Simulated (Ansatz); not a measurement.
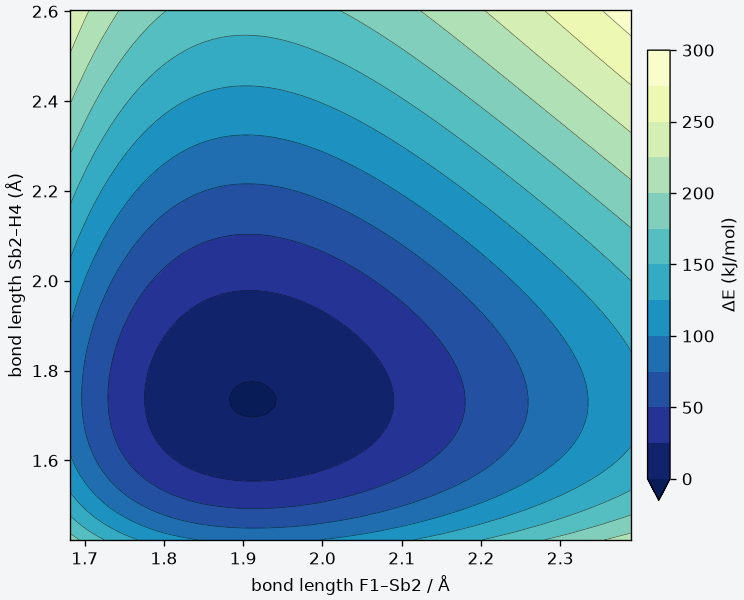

ClFHSb, SMILES [F][SbH][Cl]. Coordinates scanned: (1) bond length F1–Sb2; (2) bond length Sb2–H4. Nothing is relaxed (all other coordinates rigid). Grid: 15 × 15 points. Points are written as (first, second). Energies are in kJ/mol, from the lowest grid point. The reference is spin-restricted, which grows unreliable where a bond is stretched far. Computed with RKS SPW92 (LDA)/def2-TZVP (Ansatz).

The picture shows filled contours. Between grid points the surface is interpolated.

The lowest grid point is at (1.935 Å, 1.760 Å). No other kind of well shows on this grid. The highest grid point, (2.389 Å, 2.602 Å), lies 287 kJ/mol above the lowest. Round the minimum the two coordinates are nearly uncoupled.

The level of theory is changed to RKS B3LYP-D4/def2-TZVP in Ansatz; with it change the reference geometry, relaxed at the new level; the new grid has 13 × 13 points, laid about the new relaxed structure.

What will the new map look like?

Answer. The minimum (interpolated where it lies between grid points) moves from about (1.911 Å, 1.735 Å) to about (1.925 Å, 1.727 Å). The curvature at the minimum changes by less than a tenth (about 22) eV/Å² along bond length F1–Sb2 and by less than a tenth (about 13) eV/Å² along bond length Sb2–H4.

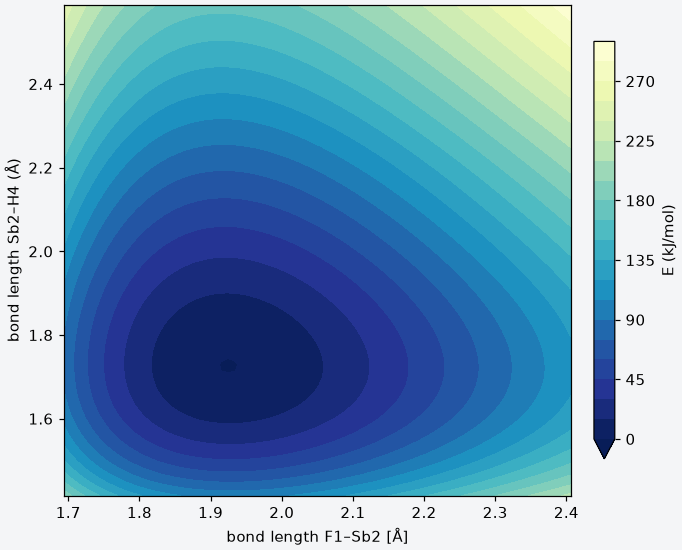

The map after the change, on a colour scale of its own. The picture shows filled contours. Between grid points the surface is interpolated.
